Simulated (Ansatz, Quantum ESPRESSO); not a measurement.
# Ge(111), H on both faces, 5 bilayers against a metal electrode: the electrode's level over the Fermi level at a withheld member of a series

**Set-up.** Quantum ESPRESSO 7.5, PBE, GBRV ultrasoft. The slab is relaxed neutral, then held. ESM with bc3: vacuum below and a metal electrode about 6 Å above the top atoms. Fermi-Dirac smearing of 0.004 Ry and a dense mesh. Charges are set per cell from the starting area. The slabs take the lattice constants of the bulk relaxed by the same program. The series steps the charge of the slab (positive: electrons removed).

```
charge of the slab  electrode's level over the Fermi level (eV)
     1 ×10¹³ e/cm²                                        5.520
     2 ×10¹³ e/cm²                                        6.705
     3 ×10¹³ e/cm²                                        7.881
   4.5 ×10¹³ e/cm²                                        9.633
     7 ×10¹³ e/cm²                                       12.524
     8 ×10¹³ e/cm²                                       13.676
```

One more run was made and is withheld. What is the electrode's level over the Fermi level at 6 ×10¹³ e/cm²?

**Worked estimate.** The rows at 4.5 ×10¹³ e/cm² and 7 ×10¹³ e/cm² give a slope of (12.524 − (9.633))/(7 − (4.5)) = 1.156, so a straight line gives 11.368 eV. A parabola through these and the row at 3 ×10¹³ e/cm² gives 11.372 eV.

**The withheld run.** 11.371 eV. The line misses by −0.003 and the parabola by +0.001 eV. Both misses are under 5 % of the step from the nearer row.

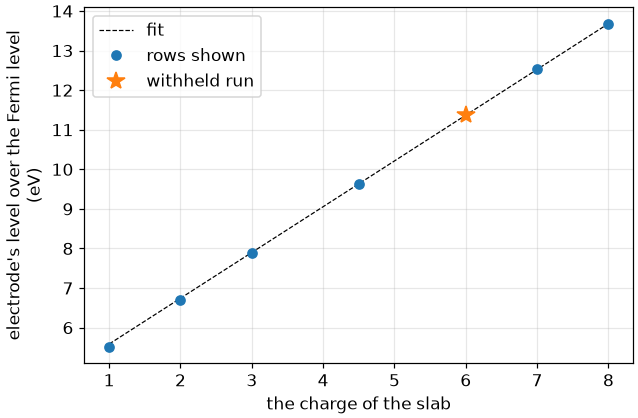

The rows shown, the fit and the withheld run.

Caveats: Vacuum fills the gap; ions don't answer the charge; added electrons can spill towards the electrode at the most negative charges. Members without a usable value, or on the other side of zero field or charge, are not listed.

[Logs are printed without paths, hosts, clocks, repeated set-up lines and the standing remarks that a program may print on its own settings, such as how far it seeks lower states.]
